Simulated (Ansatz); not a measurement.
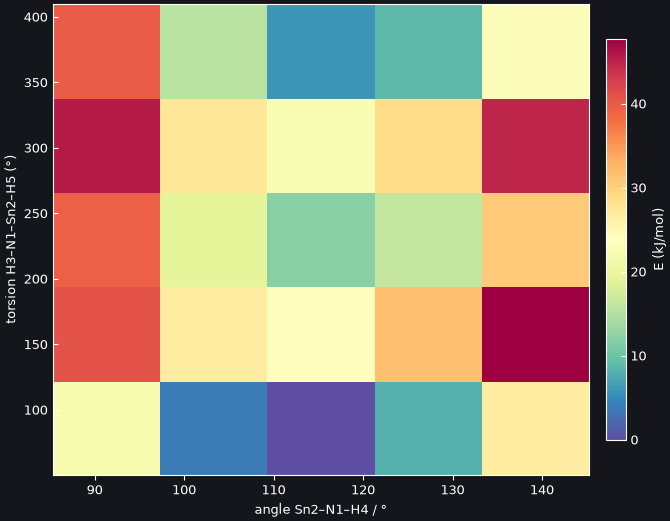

Energy landscape of H₄NSn, SMILES [NH2][SnH2], spin multiplicity 2. Two internal coordinates are moved rigidly from the geometry relaxed at PBE0-D4/def2-TZVP, all others fixed. First axis: angle Sn2–N1–H4. Second axis: torsion H3–N1–Sn2–H5. The grid has 5 × 5 points. Points are written as (first, second). Energies: kJ/mol, counted from the lowest grid point. Method: UKS r2SCAN-D4/def2-TZVPP in Ansatz 0.2.0.

Drawn: one coloured cell a grid point. 

### Summarise what can be read from the map.

The lowest grid point is at (115.3°, 86°). Other grid points that lie below all their neighbours: (115.3°, 230°) (12.0 kJ/mol higher). The highest grid point, (139.3°, 158°), lies 47.7 kJ/mol above the lowest.

The input of one point:

```yaml
crystal:
  periodic: [false, false, false]
  atoms:
    - {symbol: N, position_ang: [-0.201695, -1.011658, 0.072020]}
    - {symbol: Sn, position_ang: [0.529443, 0.885725, -0.054808]}
    - {symbol: H, position_ang: [0.079244, -1.634249, -0.674454]}
    - {symbol: H, position_ang: [-0.036716, -1.480625, 0.953283]}
    - {symbol: H, position_ang: [-0.612884, 1.701871, -1.062474]}
    - {symbol: H, position_ang: [0.412961, 1.481860, 1.563044]}
basis:
  gaussian: {orbitals: def2-TZVPP}
magnetization: {spin_polarized: true, initial_magnetization: 1}
hamiltonian: {xc: r2scan, dispersion: d4}
```
